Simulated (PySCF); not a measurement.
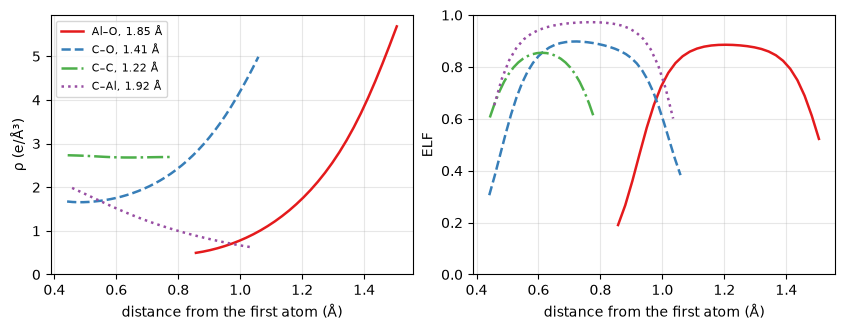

Figure. C₄H₁₀Al₂O₂ (SMILES C#[C][AlH-]1[O+](C)[AlH2-][O+]1C). Electron density and ELF along straight lines between neighbouring atoms. The curves leave out the atomic cores.

Geometry: PBE0-D3(BJ)/def2-SVP.

The calculation used CAM-B3LYP/def2-SVPD, SCF density, gas phase (PySCF).

```yaml
atoms:
  - { symbol: C, position_ang: [-1.1071, 2.4930, -2.1415] }
  - { symbol: C, position_ang: [-0.5629, 1.9276, -1.2049] }
  - { symbol: Al, position_ang: [0.3031, 1.0502, 0.2735] }
  - { symbol: O, position_ang: [1.2291, -0.4429, -0.3141] }
  - { symbol: C, position_ang: [2.3109, -0.5303, -1.2167] }
  - { symbol: Al, position_ang: [0.1698, -1.7837, 0.4387] }
  - { symbol: O, position_ang: [-0.7875, -0.2743, 0.9763] }
  - { symbol: C, position_ang: [-2.0352, -0.1562, 1.6254] }
  - { symbol: H, position_ang: [-1.5883, 2.9895, -2.9661] }
  - { symbol: H, position_ang: [1.0642, 1.9086, 1.3629] }
  - { symbol: H, position_ang: [3.2706, -0.4943, -0.6776] }
  - { symbol: H, position_ang: [2.2562, -1.4728, -1.7831] }
  - { symbol: H, position_ang: [2.2702, 0.3014, -1.9370] }
  - { symbol: H, position_ang: [0.8885, -2.5002, 1.6633] }
  - { symbol: H, position_ang: [-0.6045, -2.6197, -0.6721] }
  - { symbol: H, position_ang: [-2.5721, 0.7297, 1.2526] }
  - { symbol: H, position_ang: [-1.9002, -0.0633, 2.7146] }
  - { symbol: H, position_ang: [-2.6555, -1.0415, 1.4174] }
```

> Compare the contacts.

Al–O (1.85 Å): ρ is about 0.6 e/Å³ halfway; the ELF peaks at about 0.90 in the valence shell of O, 0.6 Å from its nucleus, and is about 0.45 at the midpoint.
C–O (1.41 Å): ρ is about 2 e/Å³ halfway, with its minimum of 1.7 e/Å³ about 0.5 Å from C; the ELF peaks at about 0.90 between the atoms: a polar covalent bond.
C–C (1.22 Å): the density is about 2.7 e/Å³ at the midpoint; the ELF peaks at about 0.85 between the atoms; a short, multiple covalent bond.
C–Al (1.92 Å): the density is about 0.72 e/Å³ at the midpoint; the ELF peaks at about 1 between the atoms; a polar covalent bond.
